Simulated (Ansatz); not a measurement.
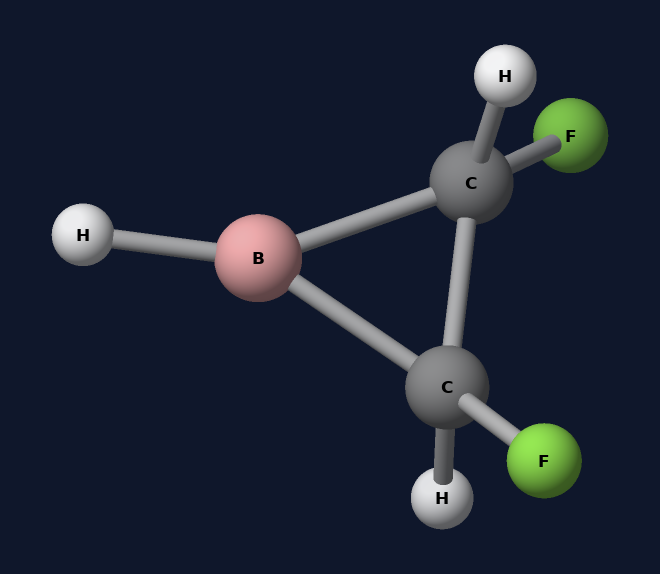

Every bond is drawn as one stick, whatever its order.

The computed structure is the end point of a PBE0-D4/def2-TZVP optimisation.

Description:

Formula C2H3BF2. Its SMILES string is `F[C@H]1B[C@@H]1F`. Independent rings (smallest set): 1 of 3 members. Among its groups: C–F bond, B–H bond. This geometry has C2 symmetry.

The parts below concern this one geometry. Atoms keep their numbers from picture to picture.

## Geometry

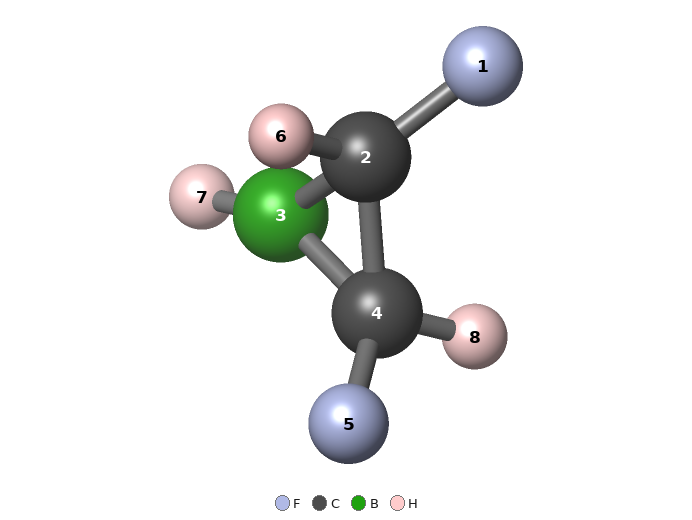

The atoms are numbered.

**What is the dihedral angle F1–C2–C4–F5?**

108° in size, that is anticlinal.

## Electronic properties

Properties computed with RKS r2SCAN0-D4/def2-TZVPP (Ansatz 0.2.0).

Computed properties:

- HOMO energy (Kohn–Sham orbital): −8.30 eV
- LUMO energy (Kohn–Sham orbital): −2.28 eV
- HOMO–LUMO gap: 6.02 eV
- dispersion correction: −3.1 kJ/mol

## Thermal motion

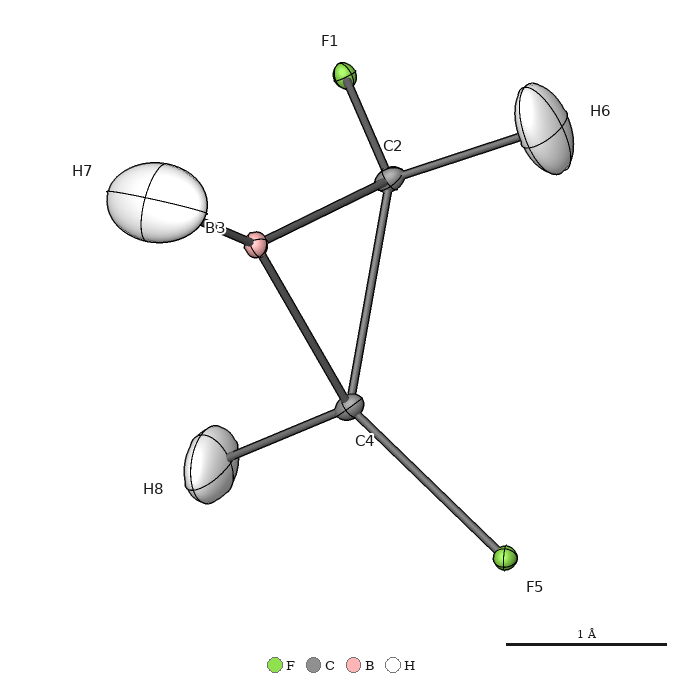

Displacement ellipsoids at the 50 % level, from the internal vibrations of the free molecule (harmonic, no overall translation or rotation; no half-axis is drawn under 0.075 Å). Vibrations computed with RKS PBE0-D4/def2-TZVP (Ansatz 0.2.0). Temperature: 400 K.

**Which atom has the largest mean-square displacement?**

H7, with U_eq = 0.0315 Å².

**Does H7 move more along its bond or across it?**

Across it: the root-mean-square amplitude is 0.092 Å along the bond and up to 0.244 Å across, since bending and torsion are softer than stretching.

Give the displacement parameters, one line for each set of equivalent atoms.

```
  atom  U_eq (Å²)   rms amplitudes (Å)
F1, F5     0.0018  0.026, 0.041, 0.056
C2, C4     0.0028  0.037, 0.051, 0.067
    B3     0.0023  0.037, 0.051, 0.055
H6, H8     0.0227  0.088, 0.140, 0.202
    H7     0.0315  0.092, 0.163, 0.244
```

## Dipole moment

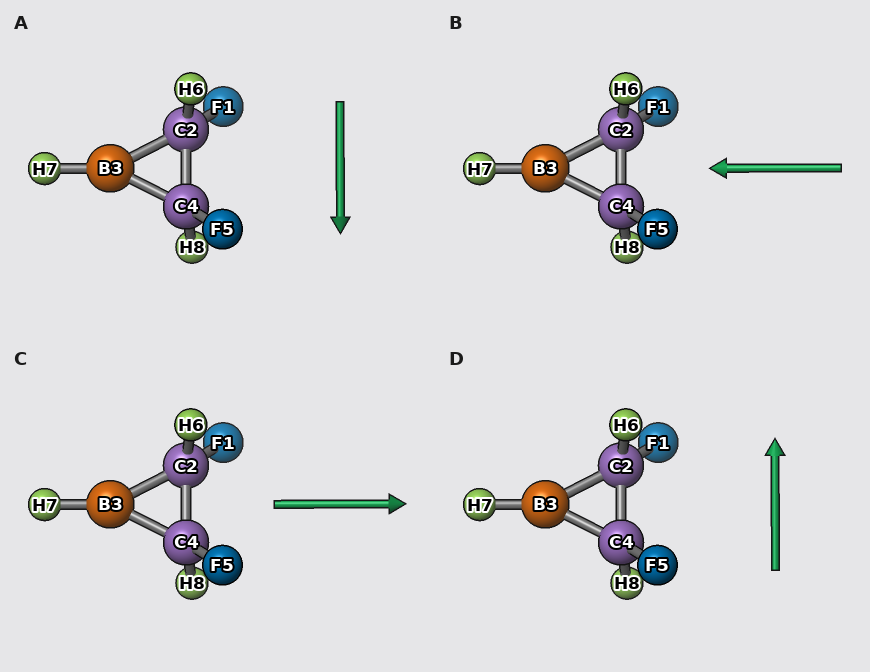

The same molecule four times, each with an arrow. Method: RKS r2SCAN-D4/def2-TZVPP (Ansatz 0.2.0).

**Which arrow points along the dipole moment, from the negative to the positive end?**

B. The dipole moment is 1.62 D; it points from the side of F1, F5 to the side of H7 (the outermost atoms at the two ends).

## Charges

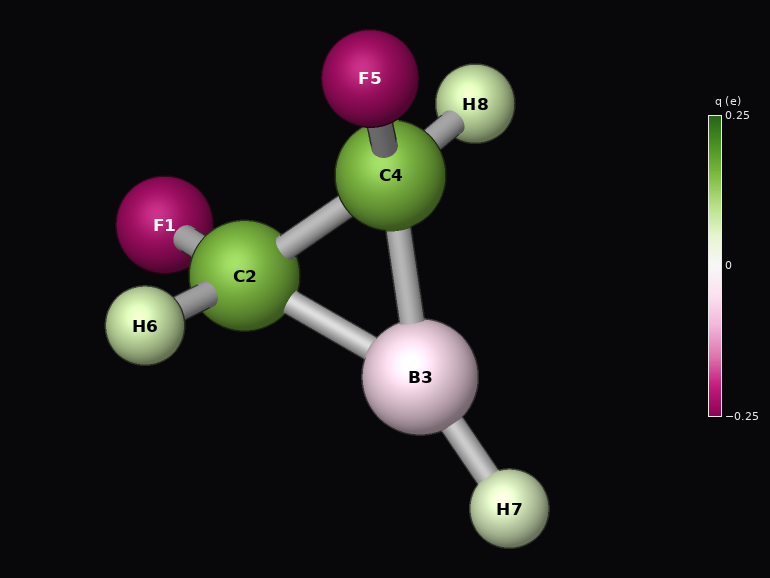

Atoms are coloured by their Mulliken charges. Method: RKS r2SCAN-D4/def2-TZVPP (Ansatz 0.2.0).

List the Mulliken charges.

| atom | value (e) |
| --- | --- |
| F1 | −0.23 |
| C2 | 0.15 |
| B3 | −0.05 |
| C4 | 0.15 |
| F5 | −0.23 |
| H6 | 0.07 |
| H7 | 0.06 |
| H8 | 0.07 |

Mulliken values depend strongly on the basis set and can even reverse the polarity of a bond.
